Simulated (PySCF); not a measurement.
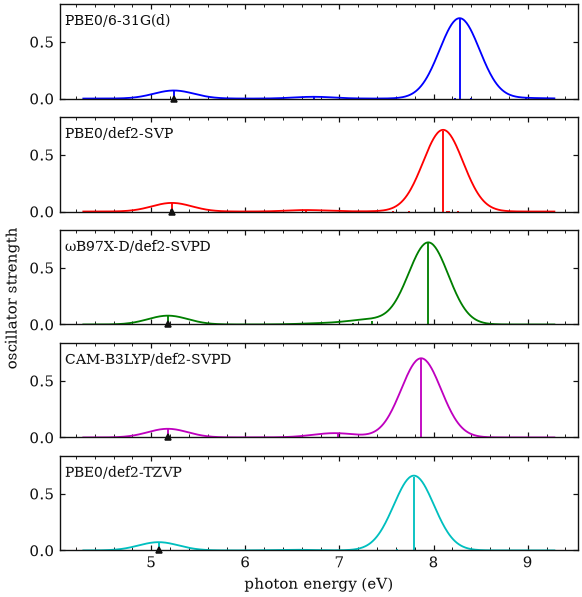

Vertical TDDFT spectra of C₆H₈, SMILES CC1=CCC=C1 at one geometry and several levels (PySCF, at a PBE0-D3(BJ)/def2-SVP geometry (no frequency check)); sticks with Gaussians of 1/e half-width 0.30 eV, the triangle marks S1, which has the same leading orbital pair at all these levels. Only the lowest states were computed, so the high end is incomplete.

Order the levels by their S1 energy.

From lowest to highest: PBE0/def2-TZVP 5.08 eV, CAM-B3LYP/def2-SVPD 5.18 eV, ωB97X-D/def2-SVPD 5.18 eV, PBE0/def2-SVP 5.22 eV, PBE0/6-31G(d) 5.24 eV; a spread of 0.16 eV.

Limits of at least one run: 6-31G(d) has no diffuse functions, so states with Rydberg character are missing or too high; core orbitals are frozen in the response; def2-SVP has no diffuse functions, so states with Rydberg character are missing or too high; def2-TZVP has no diffuse functions, so states with Rydberg character are missing or too high; states above the negative HOMO energy depend on the basis.
